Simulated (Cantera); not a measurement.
Feed: 1 mol Ta₂O₅, 6.1 mol C, 0.12 mol H₂, equilibrated at 23.0 mbar.

These are equilibrium values from Cantera (NASA tables, ideal gas, pure condensed phases), not measurements of a reactor. Candidate condensed phases: C, C₆H₆, C₇H₈, C₈H₁₈, H₂O, Ta, TaC, Ta₂O₅; 113 gas species. Mutual solubility and eutectic melting of coexisting phases are not modelled. TaC: taken at fixed stoichiometry. Condensed phases not in the tables: Ta₂C, N, O or C dissolved in the metal. Rates play no part.

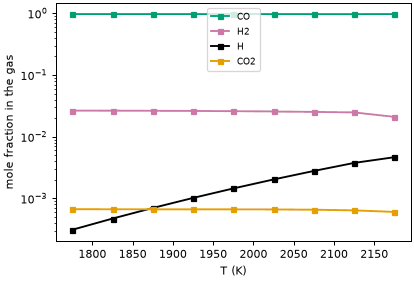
*Equilibrium gas composition (values under 1e-9 drawn at 1e-9)*

Task: Read off the mole fractions at 2075 K.

Result: CO about 0.97, H₂ about 0.025, H about 0.0028, CO₂ about 0.00066.
